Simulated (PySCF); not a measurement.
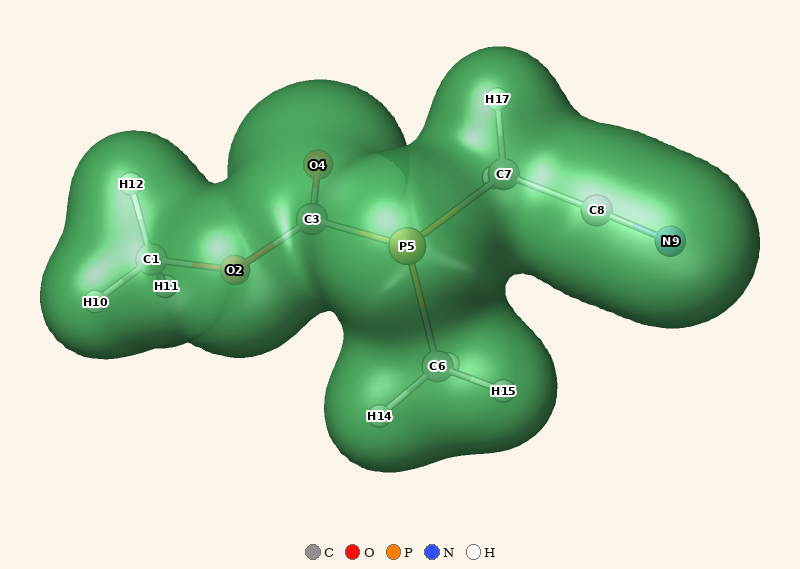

*C₅H₈NO₂P (SMILES COC(=O)P(C)CC#N). Isosurface of the total electron density at 0.1 e/Å³ (green), seen at an oblique angle.*

Geometry: GFN2-xTB.

All numbers below come from PBE0/pcSseg-1, SCF density, gas phase, non-relativistic in PySCF 2.14.0.

The calculation's input:

```
{"job": {"kind": "nmr", "xc": "PBE0", "basis": "pcSseg-1"}, "charge": 0, "multiplicity": 1}
C      3.112710    -0.254915    -0.065775
O      1.905026     0.057229     0.624511
C      0.812620    -0.599588     0.263742
O      0.742074    -1.436595    -0.594776
P     -0.572622    -0.003924     1.351010
C     -0.797049     1.615922     0.482021
C     -1.917088    -0.982910     0.479589
C     -3.186799    -0.352022     0.670736
N     -4.190066     0.175935     0.823182
H      3.899059     0.315489     0.420943
H      3.028378     0.028001    -1.116548
H      3.314328    -1.325446    -0.000666
H     -0.857410     1.487708    -0.598771
H      0.040527     2.264272     0.732223
H     -1.718189     2.068632     0.846550
H     -1.681796    -1.056867    -0.587602
H     -1.940702    -1.988891     0.909182
```

Run with:

```sh
OMP_NUM_THREADS=1 python probes_run.py task.json out
```

### What does this surface tell about the bonding?

At this value the surface is in one piece. It bridges the sampled C–N (1.14 Å), C–O (1.20 Å), C–C (1.43 Å) and C–P (1.85 Å) contacts, where the density stays above the isovalue. On the grid the lowest density along these lines, outside the cores, is 3.3 e/Å³ (C–N, 1.14 Å), 2.9 e/Å³ (C–O, 1.20 Å), 1.9 e/Å³ (C–C, 1.43 Å) and 1 e/Å³ (C–P, 1.85 Å).
